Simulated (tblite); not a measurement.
# C4H13ClSi3: the cost of one run

Computed with tblite 0.8.0 and PySCF 2.14.0, with density-fitted response routines of our own, on a single molecule in the gas phase. Atoms count from 0, in the outputs and in this text.

### 1 The starting structure

21 atoms, charge 0, multiplicity 1; geometry from: force field or distance geometry start.

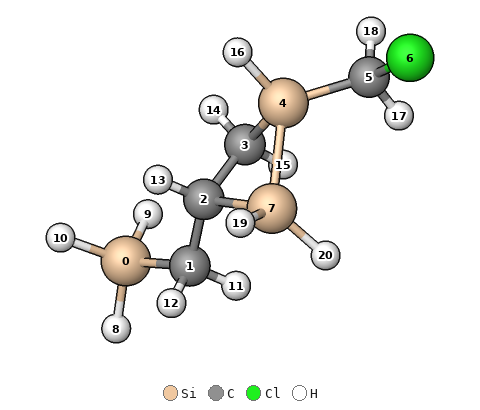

As it starts; silicon light orange, carbon grey, chlorine green, hydrogen white, atoms numbered; sticks join atoms by distance.

### 2 Geometry optimisation with GFN2-xTB

The job: settings as JSON, then the geometry in Å.

```
{"job": {"kind": "relax", "xc": "GFN2-xTB", "basis": "xTB"}, "charge": 0, "multiplicity": 1}
Si    -3.189600     0.797200    -0.772300
C     -1.930800    -0.533700    -0.434000
C     -0.681800    -0.086100     0.367300
C      0.360600     0.812600    -0.417300
Si     1.888900     0.250800     0.626200
C      3.353500     0.111900    -0.442900
Cl     4.632900    -0.778100     0.418100
Si     0.599200    -1.549400     0.689600
H     -4.343700     0.217200    -1.508400
H     -2.594700     1.875100    -1.590800
H     -3.687300     1.379000     0.504200
H     -1.630700    -0.974900    -1.385000
H     -2.448400    -1.327800     0.143100
H     -0.969600     0.327600     1.342500
H      0.175200     1.891100    -0.332600
H      0.472600     0.563200    -1.461000
H      2.031800     1.040300     1.881500
H      3.163300    -0.428100    -1.374300
H      3.772800     1.093100    -0.696100
H      0.346600    -2.217700     1.997100
H      0.670300    -2.446300    -0.493100
```

Command:

```sh
$ OMP_NUM_THREADS=1 python probes_run.py task.json out
```

One launch serves the whole session: the jobs run in the order shown.

**Question.** How long does this first job take on 1 thread of Intel Xeon at 2.50GHz, shared host, and how much memory does it need?

About 4.8 s, with a peak of 0.18 GiB.
